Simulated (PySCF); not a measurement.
```tsv
atom	x (Å)	y (Å)	z (Å)
N	-2.9250	-1.5871	-0.2932
C	-2.1849	-0.6936	-0.1675
C	-1.3432	0.3778	-0.0186
F	-1.9509	1.6223	0.0908
C	0.0435	0.3209	0.0325
O	0.9617	1.3924	0.1797
C	2.0128	0.4376	0.1198
C	1.1154	-0.5948	-0.0169
F	1.2312	-1.9462	-0.1547
H	3.0483	0.6754	0.2056
```

Geometry: GFN2-xTB.

Level of theory: PySCF, UKS B3LYP, pcH-1 on C F H N O, non-relativistic, mean-field spin-orbit, GIAO.

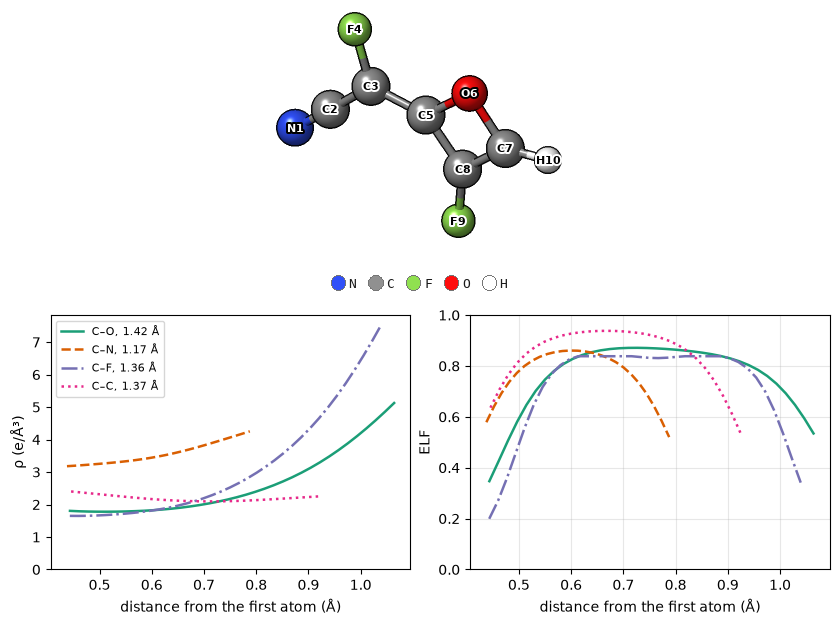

C5HF2NO (SMILES [N-]=[C]/C(F)=C1/OC=C1F) (charge −1, doublet). Electron density and ELF along straight lines between neighbouring atoms. The curves leave out the atomic cores. The structure is drawn too.

**What can be read from the curves?**

C–O (1.42 Å): ρ is about 2 e/Å³ halfway, with its minimum of 1.8 e/Å³ about 0.5 Å from C; the ELF peaks at about 0.85 between the atoms (a polar covalent bond).
C–N (1.17 Å): ρ is about 3.4 e/Å³ halfway; the ELF peaks at about 0.85 between the atoms; a multiple bond.
C–F (1.36 Å): ρ is about 2.1 e/Å³ halfway, with its minimum of 1.6 e/Å³ about 0.5 Å from C; the ELF peaks at about 0.85 between the atoms; a shared but strongly polarised pair.
C–C (1.37 Å): ρ is about 2.1 e/Å³ halfway; the ELF peaks at about 0.95 between the atoms: a covalent bond.
